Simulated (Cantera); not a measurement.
Input: 1 mol BN, 27 mol H2O, 6.3 mol N2, 3.6 mol NF3, at 12.0 Pa.

These are equilibrium values from Cantera (NASA tables, ideal gas, pure condensed phases), not measurements of a reactor. Candidate condensed phases: B, BN, B2O3, B3O3H3, H2O; 62 gas species. Equilibrium is a limit: real reactors are often held back by kinetics, nucleation or transport.

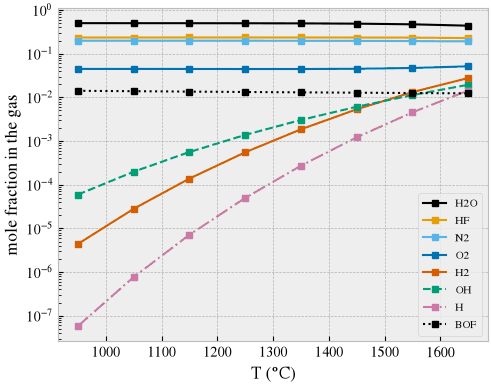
Fig. 1. Equilibrium gas composition (values under 1e-9 drawn at 1e-9)

From 950 °C to 1650 °C nothing is condensed. The main B-bearing gas is BOF throughout.
